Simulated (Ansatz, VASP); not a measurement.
# TbCo3B2 in two plane-wave programs

One calculation is typed for both programs; each brings its own data sets and cutoff. How far apart do they land?

Program: Ansatz 0.2.0. Level of theory: plane waves, with VASP 6.6.1 beside it; single point at PBEsol. Results are calculated unless marked as measured.

In doubt: a part-filled 4f shell, where there is one, can sit in one of many states, so energies may not be the lowest and differences between runs may mislead; derivatives with an open 4f shell can jump between states, which bears on forces and vibrations.

## Step 1: The structure

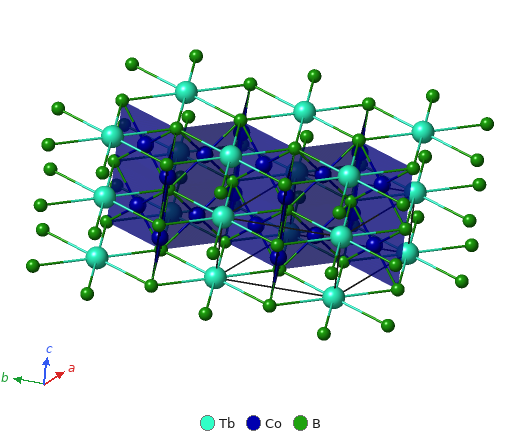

The starting structure, seen from a free direction (terbium teal, cobalt blue, boron green). 1×2×2 cells are drawn. Some periodic images of atoms are drawn too.

## Step 2: VASP: single point, PBEsol

A single point gives forces, pressure and levels at one fixed geometry, so differences don't come from the geometry; what else differs is listed under the comparison.

Lines of VASP's logs that name or quote its potential files are left out, and so is its time.

INCAR reads:

```
SYSTEM = TbCo3B2
PREC = Accurate
ENCUT = 410
EDIFF = 1E-06
NELM = 150
ISMEAR = 0
SIGMA = 0.1
LREAL = .FALSE.
ALGO = Normal
GGA = PS
NBANDS = 41
ISPIN = 2
MAGMOM = 6 -2 -2 -2 0 0
LASPH = .TRUE.
LMAXMIX = 6
AMIX = 0.2
BMIX = 1E-04
AMIX_MAG = 0.8
BMIX_MAG = 1E-04
LORBIT = 11
LWAVE = .FALSE.
LCHARG = .FALSE.
KPAR = 2
```

POSCAR reads:

```
TbCo3B2
1.0
    4.9286414440      0.0000000000      0.0000000000
   -2.4643207220      4.2683286967      0.0000000000
    0.0000000000      0.0000000000      2.9655602569
Tb Co B
1 3 2
Direct
    0.0000000000      0.0000000000      0.0000000000
    0.0000000000      0.5000000000      0.5000000000
    0.5000000000      0.5000000000      0.5000000000
    0.5000000000      0.0000000000      0.5000000000
    0.6666666667      0.3333333333      0.0000000000
    0.3333333333      0.6666666667      0.0000000000
```

KPOINTS reads:

```
Automatic mesh
0
Gamma
4 4 6
0 0 0
```

PAW data sets: Tb, Co and B (PBE family, release 64).

The run is started by

```console
mpirun -np 2 vasp_std
```

Numbers of over 12 decimals in the logs are rounded to 6 here.

Log:

```text
[banner, memory and clock lines left out]
running    2 mpi-ranks, on    1 nodes
 distrk:  each k-point on    1 cores,    2 groups
 distr:  one band on    1 cores,    1 groups

 POSCAR found type information on POSCAR TbCoB
 POSCAR found :  3 types and       6 ions
|                                                                             |
|               ----> ADVICE to this user running VASP <----                  |
|                                                                             |
|     You enforced a specific xc type in the INCAR file but a different       |
|     [... a line on the potential file left out ...]
|     I HOPE YOU KNOW WHAT YOU ARE DOING!                                     |
|                                                                             |

 LDA part: xc-table for (Slater+PW92), standard interpolation
 POSCAR, INCAR and KPOINTS ok, starting setup
 FFT: planning ... GRIDC
 FFT: planning ... GRID_SOFT
 FFT: planning ... GRID
 WAVECAR not read
 entering main loop
       N       E                     dE             d eps       ncg     rms          rms(c)
DAV:   1     0.307361176254E+03    0.30736E+03   -0.16811E+04  3616   0.416E+03
DAV:   2     0.107093573408E+01   -0.30629E+03   -0.27029E+03  3098   0.456E+02
DAV:   3    -0.528014798362E+02   -0.53872E+02   -0.49359E+02  3028   0.152E+02
DAV:   4    -0.581199898024E+02   -0.53185E+01   -0.52219E+01  4253   0.490E+01
DAV:   5    -0.592771139961E+02   -0.11571E+01   -0.11515E+01  5072   0.152E+01    0.759E+01
DAV:   6    -0.505936093053E+02    0.86835E+01   -0.41809E+01  3735   0.148E+02    0.128E+02
DAV:   7    -0.514000464046E+02   -0.80644E+00   -0.54097E+00  4390   0.336E+01    0.124E+02
DAV:   8    -0.527674640683E+02   -0.13674E+01   -0.14624E+01  4197   0.839E+01    0.640E+01
DAV:   9    -0.515478297445E+02    0.12196E+01   -0.32824E+00  4260   0.288E+01    0.350E+01
DAV:  10    -0.537117088989E+02   -0.21639E+01   -0.37561E+00  3850   0.104E+02    0.760E+01
DAV:  11    -0.507110848465E+02    0.30006E+01   -0.80665E+00  3977   0.676E+01    0.188E+01
DAV:  12    -0.506473337860E+02    0.63751E-01   -0.93091E-01  4685   0.235E+01    0.121E+01
DAV:  13    -0.506623624114E+02   -0.15029E-01   -0.24513E-01  4687   0.164E+01    0.625E+00
DAV:  14    -0.506913538728E+02   -0.28991E-01   -0.42507E-02  4371   0.229E+00    0.485E+00
[...]
DAV:  34    -0.506751142081E+02   -0.10891E-04   -0.64660E-06  3457   0.751E-02    0.432E-01
DAV:  35    -0.506751046829E+02    0.95252E-05   -0.46996E-06  2424   0.573E-02    0.389E-01
DAV:  36    -0.506751201675E+02   -0.15485E-04   -0.87721E-06  4018   0.681E-02    0.264E-01
DAV:  37    -0.506751191262E+02    0.10413E-05   -0.28416E-06  2267   0.482E-02    0.212E-01
DAV:  38    -0.506751211162E+02   -0.19900E-05   -0.50269E-06  2807   0.532E-02    0.124E-01
DAV:  39    -0.506751239914E+02   -0.28752E-05   -0.25017E-06  2578   0.140E-02    0.853E-02
DAV:  40    -0.506751257020E+02   -0.17107E-05   -0.44471E-07  1708   0.101E-02    0.626E-02
DAV:  41    -0.506751263518E+02   -0.64982E-06   -0.28130E-07  1392   0.124E-02
   1 F= -.50675126E+02 E0= -.50662254E+02  d E =-.257441E-01  mag=     6.4070
```

Parts of OUTCAR (step 2):

```text
ion  position               nearest neighbor table
   1  0.000  0.000  0.000-   5 2.85   6 2.85   5 2.85   6 2.85   5 2.85   6 2.85   4 2.88   4 2.88
                             4 2.88   4 2.88   2 2.88   2 2.88   2 2.88   2 2.88   3 2.88   3 2.88
   2  0.000  0.500  0.500-   5 2.05   6 2.05   5 2.05   6 2.05   3 2.46   3 2.46   4 2.46   4 2.46
                             1 2.88   1 2.88   1 2.88   1 2.88
   3  0.500  0.500  0.500-   5 2.05   6 2.05   5 2.05   6 2.05   2 2.46   2 2.46   4 2.46   4 2.46
                             1 2.88   1 2.88   1 2.88   1 2.88
   4  0.500  0.000  0.500-   5 2.05   6 2.05   5 2.05   6 2.05   2 2.46   3 2.46   3 2.46   2 2.46
                             1 2.88   1 2.88   1 2.88   1 2.88
   5  0.667  0.333  0.000-   2 2.05   2 2.05   4 2.05   4 2.05   3 2.05   3 2.05   1 2.85   1 2.85
                             1 2.85
   6  0.333  0.667  0.000-   2 2.05   2 2.05   4 2.05   4 2.05   3 2.05   3 2.05   1 2.85   1 2.85
                             1 2.85

  LATTYP: Found a hexagonal cell.
 ALAT       =     4.9286414440
 C/A-ratio  =     0.6016993305

 Subroutine GETGRP returns: Found 24 space group operations
 (whereof 24 operations were pure point group operations)

The static configuration has the point symmetry D_6h.

 Found     16 irreducible k-points:

   k-points           NKPTS =     16   k-points in BZ     NKDIM =     16   number of bands    NBANDS=     41

   dimension x,y,z NGX =    36 NGY =   36 NGZ =   20
   dimension x,y,z NGXF=    72 NGYF=   72 NGZF=   40

   ENCUT  =  410.0 eV  30.13 Ry    5.49 a.u.   8.14  8.14  4.90*2*pi/ulx,y,z

   NELECT =      52.0000    total number of electrons

 k-points in reciprocal lattice and weights: Automatic mesh
   0.00000000  0.00000000  0.00000000       0.010
   0.25000000  0.00000000  0.00000000       0.062
   0.50000000  0.00000000  0.00000000       0.031
   0.25000000  0.25000000  0.00000000       0.062
   0.00000000  0.00000000  0.16666667       0.021
   0.25000000  0.00000000  0.16666667       0.125
   0.50000000  0.00000000  0.16666667       0.062
   0.25000000  0.25000000  0.16666667       0.125
   0.00000000  0.00000000  0.33333333       0.021
[...]
0.50000000  0.00000000  0.50000000       0.031
   0.25000000  0.25000000  0.50000000       0.062

 average (electrostatic) potential at core
       1 -36.0969       2 -79.6981       3 -79.6981       4 -79.6981       5 -23.9589
       6 -23.9589

 E-fermi :   8.4727

 spin component 1
 k-point     1 :       0.0000    0.0000    0.0000
  band No.  band energies     occupation
    ...
     25       7.6920      1.00000
     26       7.6920      1.00000
     27       7.9269      1.00000
     28       8.1338      1.00000
     29       8.1338      1.00000
     30       8.8229      0.00000
     31       9.5536      0.00000
     32       9.9330      0.00000
     33       9.9932      0.00000
     34       9.9932      0.00000
    ...

 k-point     2 :       0.2500    0.0000    0.0000
  band No.  band energies     occupation
    ...
     25       7.2393      1.00000
     26       7.3158      1.00000
     27       7.5804      1.00000
     28       7.5823      1.00000
     29       7.8606      1.00000
     30       9.2424      0.00000
     31       9.4875      0.00000
     32       9.9497      0.00000
     33      10.3702      0.00000
     34      10.9376      0.00000
    ...

 k-point     3 :       0.5000    0.0000    0.0000
  band No.  band energies     occupation
    ...
     25       7.1036      1.00000
     26       7.1456      1.00000
     27       7.1959      1.00000
     28       7.7185      1.00000
     29       7.8419      1.00000
     30       8.9766      0.00000
     31       9.7570      0.00000
     32       9.8438      0.00000
     33      11.6843      0.00000
     34      11.7783      0.00000
    ...

 k-point     4 :       0.2500    0.2500    0.0000
  band No.  band energies     occupation
    ...
     25       7.0419      1.00000
     26       7.1164      1.00000
     27       7.5001      1.00000
     28       7.6174      1.00000
     29       7.7870      1.00000
     30       9.0247      0.00000
     31       9.7528      0.00000
     32       9.8549      0.00000
     33      11.5138      0.00000
     34      11.9626      0.00000
    ...

 k-point     5 :       0.0000    0.0000    0.1667
  band No.  band energies     occupation
    ...
     23       7.4659      1.00000
     24       7.4659      1.00000
     25       7.5537      1.00000
     26       7.5537      1.00000
     27       7.8338      1.00000
     28       8.5821      0.06089
     29       8.5821      0.06089
     30       8.8260      0.00000
     31       8.9634      0.00000
     32       9.7517      0.00000
    ...

 k-point     6 :       0.2500    0.0000    0.1667
  band No.  band energies     occupation
    ...
     25       7.2102      1.00000
     26       7.5273      1.00000
     27       7.6646      1.00000
     28       7.7825      1.00000
     29       7.9280      1.00000
     30       9.5255      0.00000
     31       9.6623      0.00000
     32      10.0079      0.00000
     33      10.1785      0.00000
     34      10.9475      0.00000
    ...

  Total       -0.0575880     -0.0575880     -0.0049525      0.0000000      0.0000000      0.0000000
  in kB       -1.4789412     -1.4789412     -0.1271870      0.0000000      0.0000000      0.0000000
  external PRESSURE =      -1.0283565 kB  Pullay stress =       0.0000000 kB

  energy-cutoff  :      410.00
  volume of cell :       62.39
      direct lattice vectors                 reciprocal lattice vectors
     4.928641444  0.000000000  0.000000000     0.202895668  0.117141869  0.000000000
    -2.464320722  4.268328697  0.000000000     0.000000000  0.234283738  0.000000000
     0.000000000  0.000000000  2.965560257     0.000000000  0.000000000  0.337204411

 POSITION                                       TOTAL-FORCE (eV/Angst)
 -----------------------------------------------------------------------------------
      0.00000      0.00000      0.00000        -0.000000      0.000000     -0.000000
     -1.23216      2.13416      1.48278        -0.000000      0.000000     -0.000000
      1.23216      2.13416      1.48278        -0.000000      0.000000     -0.000000
      2.46432      0.00000      1.48278        -0.000000      0.000000     -0.000000
      2.46432      1.42278      0.00000         0.000000      0.000000      0.000000
     -0.00000      2.84555      0.00000        -0.000000      0.000000     -0.000000
 -----------------------------------------------------------------------------------
    total drift:                                0.000000      0.000000      0.000000

  FREE ENERGIE OF THE ION-ELECTRON SYSTEM (eV)
  ---------------------------------------------------
  free  energy   TOTEN  =       -50.6751263518 eV

  energy  without entropy=      -50.6493822671  energy(sigma->0) =      -50.66225431

 total charge
# of ion       s       p       d       f       tot
--------------------------------------------------
    1        2.067   5.644   0.696   7.967  16.374
    2        0.519   0.669   7.470   0.000   8.658
    3        0.519   0.669   7.470   0.000   8.658
    4        0.519   0.669   7.470   0.000   8.658
    5        0.717   1.108   0.000   0.000   1.825
    6        0.717   1.108   0.000   0.000   1.825
--------------------------------------------------
tot          5.056   9.867  23.107   7.967  45.998

 magnetization (x)
# of ion       s       p       d       f       tot
--------------------------------------------------
    1        0.001  -0.046   0.044   5.872   5.872
    2       -0.000  -0.002   0.147   0.000   0.145
    3       -0.000  -0.002   0.147   0.000   0.145
    4       -0.000  -0.002   0.147   0.000   0.145
    5       -0.002  -0.007   0.000   0.000  -0.010
    6       -0.002  -0.007   0.000   0.000  -0.010
--------------------------------------------------
tot         -0.004  -0.066   0.485   5.872   6.287

[... 6 further parts left out ...]
```

The run ends at a pressure of -0.10 GPa.

[end of part 1 of 2]

[Lines on the potential files, build, host, timing and source positions are cut from VASP's logs without a mark.]

[Logs are printed without paths, hosts, clocks, repeated set-up lines and the standing remarks that a program may print on its own settings, such as how far it seeks lower states.]

[Hosts, paths, dates, database ids (printed as entryN), source tags and the programs' standing remarks are cut or masked in the printed files.]
